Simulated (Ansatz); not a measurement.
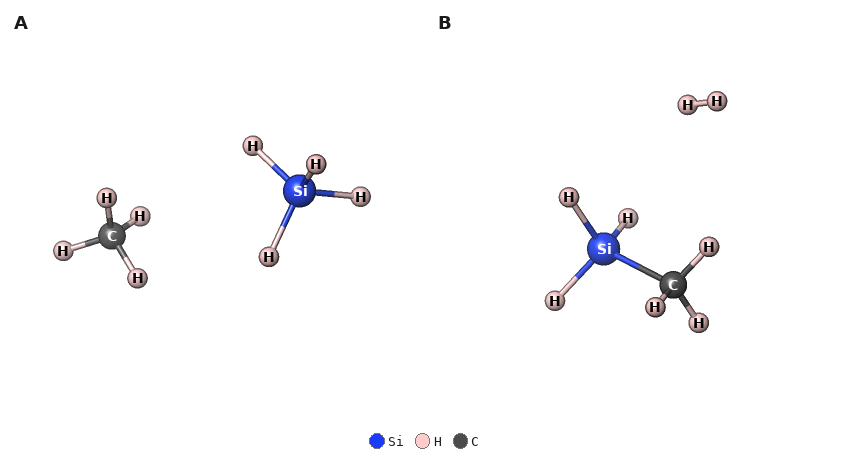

2 stationary structures of one formula. Geometries: PBE0-D4/def2-TZVP. Electronic energies: RHF-CCSD(T) (frozen core)/def2-SVP (Ansatz 0.2.0), without zero-point energy. No frequency run is at hand to confirm each as a minimum. Each is one conformer, not always the lowest.

**Which is lowest in energy, and by how much?**

A is lowest; B lies 42.8 kJ/mol above it.

Give E(B) − E(A) in kJ/mol at these levels too: PBE-D4/def2-SVP; RHF-CCSD(T) (frozen core)/def2-TZVPP; RHF-CCSD(T) (frozen core)/def2-SVP; PBE0-D4/def2-SVP; SPW92 (LDA)/def2-TZVPP; r2SCAN0-D4/def2-TZVPP; B3LYP-D4/6-31G; PBE-D4/STO-3G.

| level | E(B) − E(A) (kJ/mol) |
| --- | --- |
| PBE-D4/def2-SVP | +31.0 |
| RHF-CCSD(T) (frozen core)/def2-TZVPP | +31.2 |
| RHF-CCSD(T) (frozen core)/def2-SVP | +42.8 |
| PBE0-D4/def2-SVP | −286.8 |
| SPW92 (LDA)/def2-TZVPP | +25.1 |
| r2SCAN0-D4/def2-TZVPP | +28.9 |
| B3LYP-D4/6-31G | +39.8 |
| PBE-D4/STO-3G | +19.0 |
